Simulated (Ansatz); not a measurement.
# ClFMoO2 (SMILES [O]=[Mo](=[O])([F])[Cl]): what the fields show

Input file:

```
basis:
  gaussian: {orbitals: def2-TZVPD}
crystal:
  periodic: [false, false, false]
  atoms:
    - {symbol: Cl, position_ang: [-2.797161, -0.684473, -1.765140]}
    - {symbol: F, position_ang: [-1.630798, 1.111526, 0.874287]}
    - {symbol: Mo, position_ang: [-1.895964, 1.212965, -0.939772]}
    - {symbol: O, position_ang: [-2.891831, 2.490740, -1.299485]}
    - {symbol: O, position_ang: [-0.457030, 1.512918, -1.710065]}
hamiltonian: {xc: pbe0}
output: {forces: true, orbitals: {seedname: orbitals}}
```

Launched as:

```sh
ansatz run input.yaml --threads 2 --pin off --max-ram 5220MiB --events-out events.jsonl --progress --plain --runs-dir runs
```

Geometry: PBE0-D4/def2-SVP; core potentials replace the inner electrons of Mo.

Computed with isolated molecule in a Gaussian basis; Kohn-Sham density functional theory, functional PBE0 (Ansatz 0.2.0).

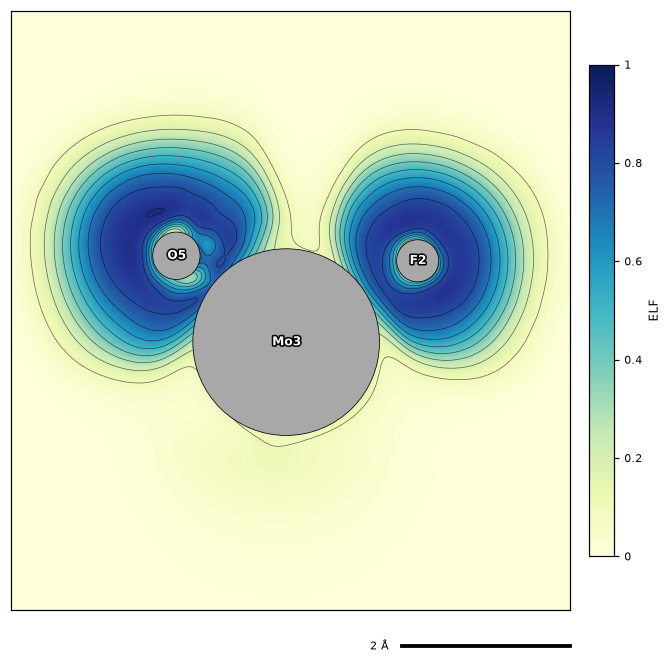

Figure 1. ELF on the plane of atoms F2, Mo3 and O5. Grey discs cover the atomic cores.

Interpret the plot.

- The section cuts through F, Mo and O sites.
- Mo–O (1.66 Å): the ELF peaks at about 0.70 in the valence shell of O, 0.6 Å from its nucleus, and drops to about 0.40 between the two atoms.
- Mo–F (1.84 Å): the ELF peaks at about 0.80 in the valence shell of F, 0.5 Å from its nucleus, and drops to about 0.25 between the two atoms.

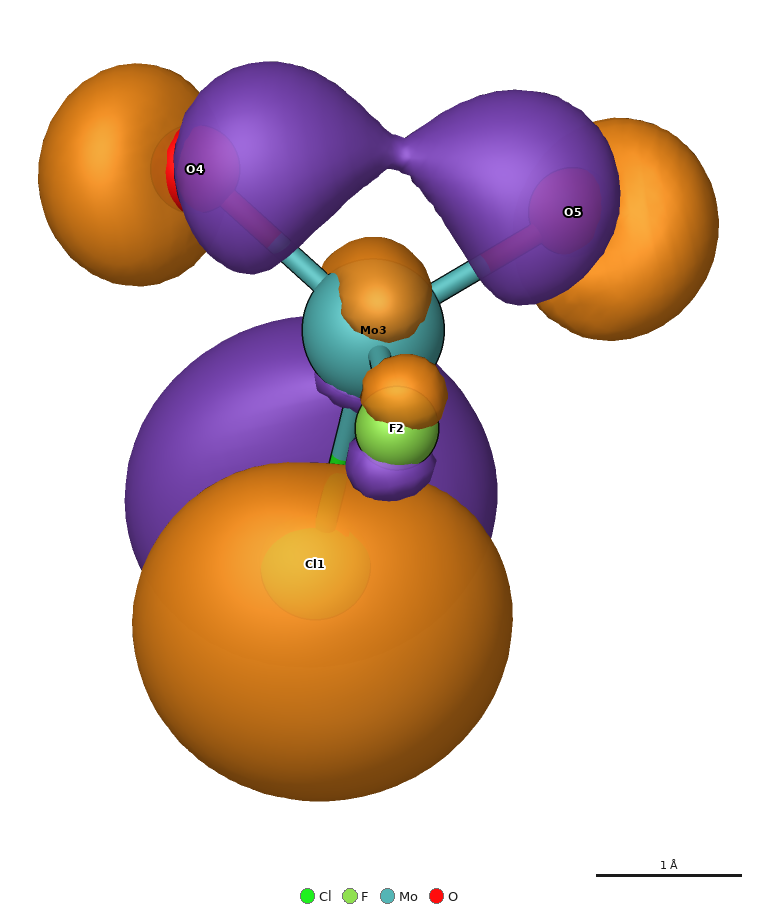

Figure 2. The HOMO−1 at ±0.08 Å⁻³ᐟ² (orange and purple are the two phases), seen at an oblique angle.

What is the character of this orbital?

By Hirshfeld shares it lies mainly on Cl1 (about 70 %), O4 (about 10 %) and O5 (about 10 %); largely a lone pair of Cl1. Its energy is −10.29 eV.

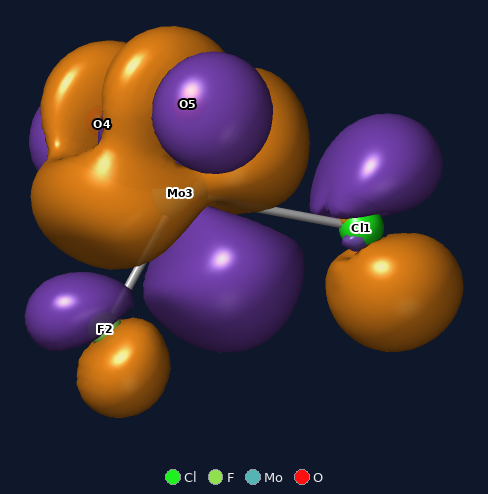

Figure 3. The LUMO at ±0.08 Å⁻³ᐟ² (orange and purple are the two phases), seen at a tilt.

Where does this orbital lie, and at what energy?

By Hirshfeld shares it lies mainly on Mo3 (about 60 %), Cl1 (about 10 %), O4 (about 10 %), O5 (about 10 %) and F2 (about 10 %). Its energy is −3.56 eV.
